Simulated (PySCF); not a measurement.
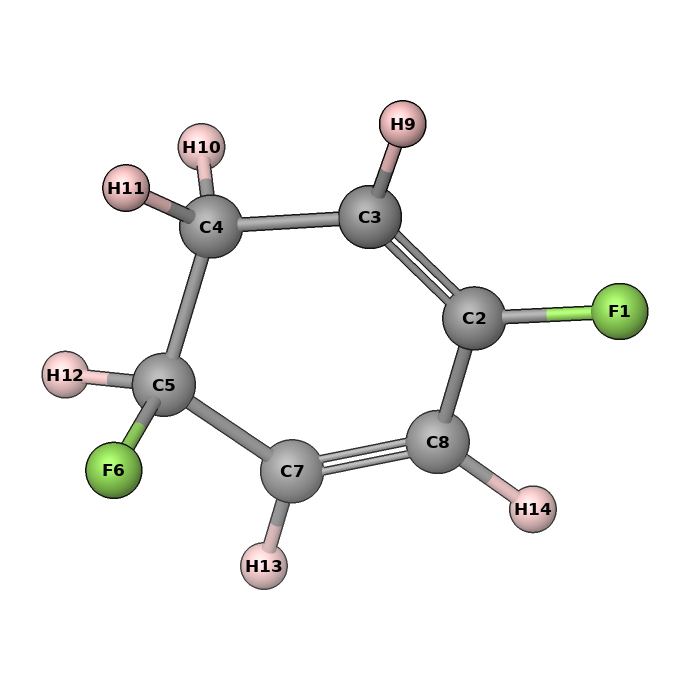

Distant atoms are faded towards the background colour. The computed structure is the end point of a PBE0-D3(BJ)/def2-SVP optimisation. No frequency run is at hand to confirm it as a minimum.

Q: Which atoms or bonds are stereogenic?

A: Centres: C5.

Q: Assign CIP descriptors.

A: C5: S (priorities F6 > C7 > C4 > H12).
